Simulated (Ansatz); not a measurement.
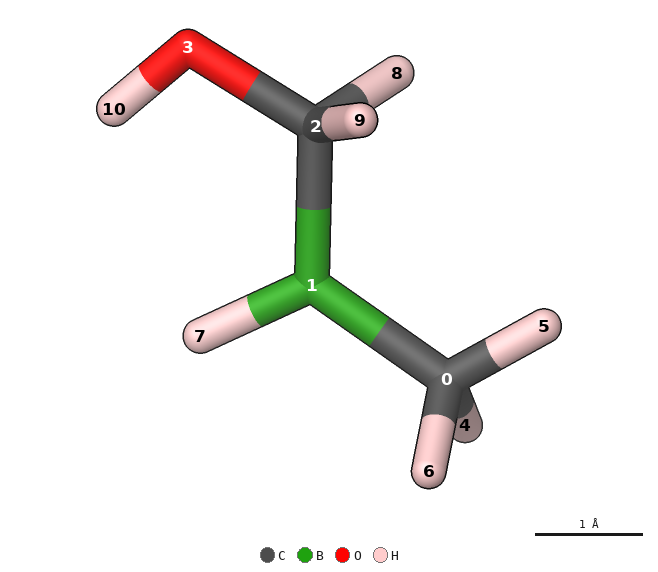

The picture shows the input geometry. Atoms are numbered from 0, in the order of the input.

The calculation was set up as follows.

```yaml
crystal:
  periodic: [false, false, false]
  atoms:
    - {symbol: C, position_ang: [-0.515054, 1.495398, 0.243096]}
    - {symbol: B, position_ang: [-0.207254, 0.127332, -0.430354]}
    - {symbol: C, position_ang: [0.530879, -1.014406, 0.320361]}
    - {symbol: O, position_ang: [0.775758, -2.228291, -0.362775]}
    - {symbol: H, position_ang: [-1.593199, 1.693086, 0.205680]}
    - {symbol: H, position_ang: [-0.179505, 1.589913, 1.278047]}
    - {symbol: H, position_ang: [-0.064680, 2.304651, -0.344730]}
    - {symbol: H, position_ang: [-0.550994, -0.054941, -1.573278]}
    - {symbol: H, position_ang: [-0.037293, -1.223058, 1.244120]}
    - {symbol: H, position_ang: [1.486914, -0.603462, 0.690103]}
    - {symbol: H, position_ang: [0.419827, -2.143123, -1.249673]}
basis:
  gaussian: {orbitals: 6-31G}
hamiltonian: {xc: {name: PBE0}, dispersion: d4}
accuracy: high
```

Command:

```sh
ansatz run in.yaml --threads 2 --pin off --events-out ev --progress --plain --max-ram 4352MiB
```

Result:

```
Functional definition: PBE0
  name "PBE0"
  cite "Adamo & Barone, J. Chem. Phys. 110, 6158 (1999) doi:10.1063/1.478522"
  cite "Perdew, Burke & Ernzerhof, Phys. Rev. Lett. 77, 3865 (1996) doi:10.1103/PhysRevLett.77.3865"
  parent pbe
  parameter a = 0.25
  parameter kappa = 0.804
  parameter beta = 0.06672455060314922
  exchange = (1 - a)*pbe_x(kappa = kappa, mu = beta*pi^2/3) + a*exact_x
  correlation = pbe_c(beta = beta)
1320 factors; integrals over basis functions are off by at most 3.4e-9 eV
mean field evaluation 1: about -4898.1341 eV, gradient 5.0e1 eV
mean field evaluation 2: about -4896.9469 eV, gradient 5.6e1 eV
mean field evaluation 4: about -4903.5613 eV, gradient 1.5e0 eV
mean field evaluation 8: about -4903.5496 eV, gradient 3.9e-2 eV
mean field evaluation 16: about -4903.5496 eV, gradient 2.7e-6 eV
mean field -4903.54956997 eV, -180.2021229512 hartree, gradient 3.4e-8 eV, S^2 0.000000; 0 other end points of the search recorded, 0 dependent functions left out
reference -4903.54957176 eV, -180.2021230168 hartree; 16, 16 occupied and 34, 34 virtual orbitals, 1320 factors
Total energy: -4903.67398093 eV, -180.2066949697 hartree
```

The run converged.
